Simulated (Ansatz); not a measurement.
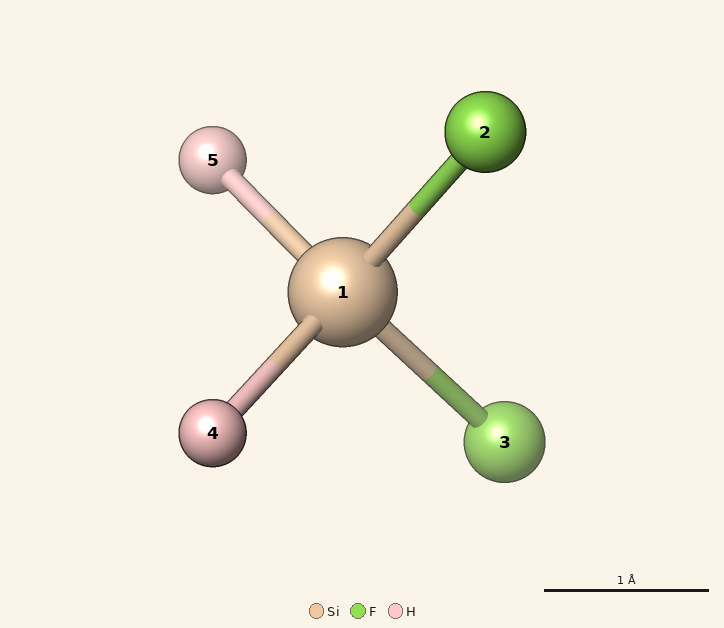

Orthographic view. Atoms fade into the background with distance from the viewer. The geometry was computed by an optimisation with PBE0-D4/def2-TZVP.

Give the geometry as a Z-matrix, atoms in numerical order, with these reference atoms: 2 to 1; 3 to 1, 2; 4 to 1, 3, 2; 5 to 1, 4, 3.

```
Si 
F    1   1.586
F    1   1.586   2   108.0
H    1   1.475   3   108.5   2  -117.4
H    1   1.475   4   114.6   3   121.5
```
